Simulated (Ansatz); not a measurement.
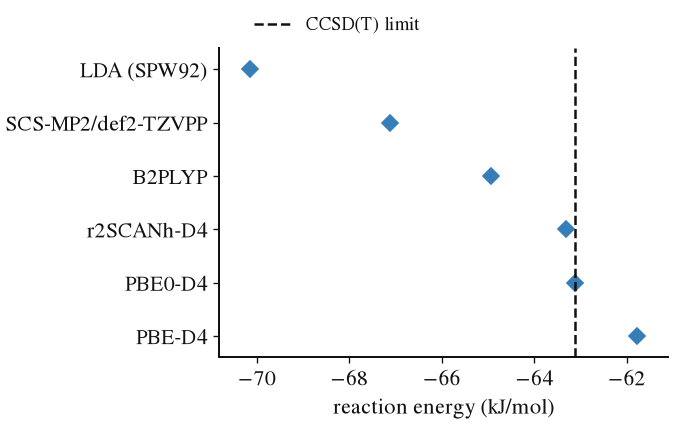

Electronic reaction energy of ScN₂H₅O ([NH2][Sc]([NH2])[OH]) + CdH₂O₂ ([OH][Cd][OH]) → ScNH₄O₂ ([NH2][Sc]([OH])[OH]) + CdNH₃O ([NH2][Cd][OH]) (SMILES in brackets) at several levels (functionals in def2-TZVPP unless a basis is named), isolated molecules at PBE0-D4 triple-zeta geometries, minima by their frequencies, no zero-point or thermal terms, the Ansatz code. The line is frozen-core CCSD(T) at the basis limit (MP2 extrapolated from triple and quadruple zeta, plus CCSD(T) less MP2 in a smaller set). B2PLYP holds a correlation term that converges slowly with the basis, so part of the distance to the limit is basis error. No dispersion term is added to B2PLYP. The distance of SCS-MP2/def2-TZVPP to the limit includes basis error. Core potentials past Kr.

### Which level comes closest to the line (CCSD(T) limit), and which misses most?

Closest PBE0-D4 (−63.1 kJ/mol), against −63.1 kJ/mol; farthest LDA (SPW92) (−70.1 kJ/mol).

### What range do the values span, the line included?

From −70.1 kJ/mol (LDA (SPW92)) to −61.8 kJ/mol (PBE-D4).

Note: no scalar relativity up to krypton; outer-core shells are correlated without core-valence functions, which makes the correlated values less sure.
